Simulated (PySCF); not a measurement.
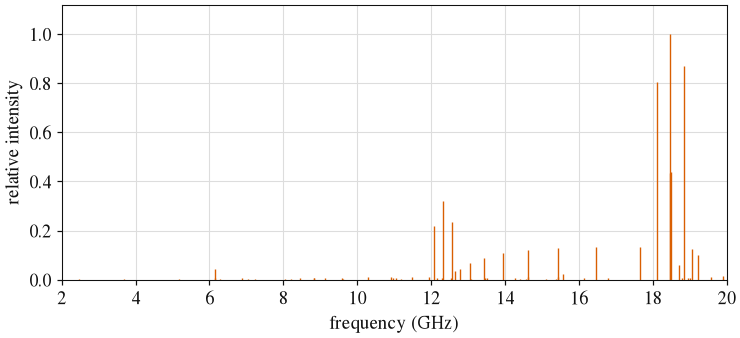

Simulated rotational absorption lines between 2 and 20 GHz at 10 K: rigid rotor with the equilibrium constants and dipole of one optimised conformer (PBE0-D3(BJ)/def2-SVP, PySCF), commonest isotopes; no centrifugal distortion, hyperfine structure, internal rotation or nuclear-spin weights; lines within 1 MHz of each other are summed.

Question: Which molecule gives this spectrum?
A. BSiN₂H₇, SMILES BN[SiH2]N
B. SiN₂H₆, SMILES N[SiH2]N
C. C₂H₃F₃, SMILES CC(F)(F)F

Answer: Option A. Rotational constants A, B, C = 15.75, 3.202, 2.956 GHz, |μa|, |μb|, |μc| = 2.50, 1.00, 0.36 D.

Note: coarse grid, loose stop and no frequency check, small forces are noise and the end may be a saddle.
